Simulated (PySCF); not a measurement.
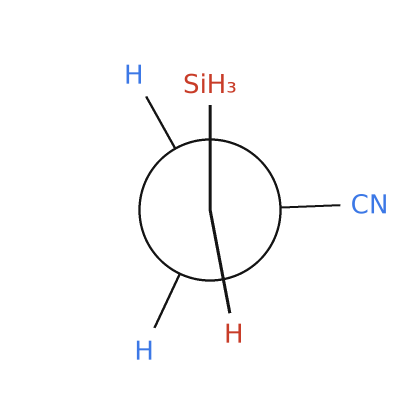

A Newman projection along the N–Si bond, nitrogen in front; angles are drawn as computed, but eclipsed bonds slightly apart. The geometry was computed by an optimisation with PBE0-D3(BJ)/def2-SVP. No frequency run is at hand to confirm it as a minimum.

> Which molecule is it?

CH6N2Si2, N#C[SiH2]N[SiH3]

> What is the torsion angle from the front SiH3 to the back CN? The sign is positive where the front bond must turn clockwise to cover the back bond.

88°, about perpendicular.
